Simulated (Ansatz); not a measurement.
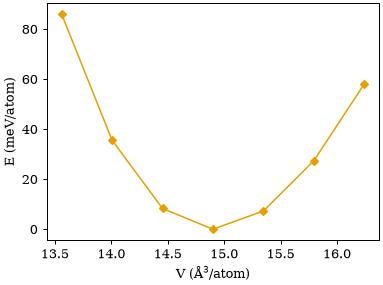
Figure. Pd (bcc (W type), Im-3m) under volume change, r²SCAN+D4 in the plane-wave PAW code Ansatz, scaled uniformly.

### Question
What does a third-order Birch–Murnaghan fit give for V₀, B₀ and B′?

### Answer
V₀ = 14.90 Å³/atom, B₀ = 186 GPa, B′ = 5.5.

The workflow started from a Materials Project entry (that database holds measured and hypothetical structures alike); the Crystallography Open Database copy checked does not list it. It is not the phase usual at ambient conditions (space group No. 225). The cell was relaxed with r²SCAN+D4 under the symmetry of its start. At this level the phase is mechanically unstable. No spin polarisation was allowed. The pairwise dispersion correction was not fitted to metals.

Potentials: the later of the program's two PAW sets.
